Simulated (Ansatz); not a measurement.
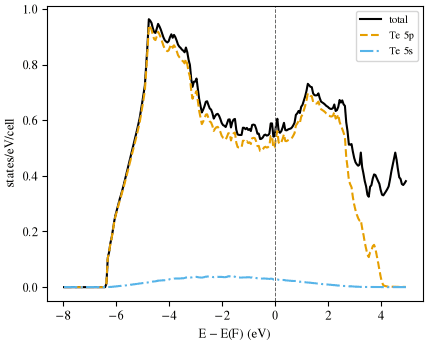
Fig. 1. Total and projected density of states of Te (simple cubic, space group No. 221), the program Ansatz at the r²SCAN level (PAW)

Question: Which orbitals carry the states next to the Fermi level?

Answer: Within 0.5 eV of the Fermi level: Te 5p 93 %. Projections are on Löwdin-orthogonalised atomic valence shells; empty p or d shells of many metals are not among them.

Question: Where is the tallest occupied peak in this window, and what makes it?

Answer: Near -4.8 eV, about 0.96 states/eV per cell; the largest projected share is Te 5p.

Space group Pm-3m (simple cubic). The start of the workflow was typed in or built on a structure type; neither database checked (COD, Materials Project) lists it. It is not the phase usual at ambient conditions (space group No. 152). The cell was relaxed with r²SCAN under the symmetry of its start; whether a distortion lowers the energy is not shown. Spin–orbit coupling is left out wherever it is not named.

Potentials: the earlier of the program's two PAW sets.
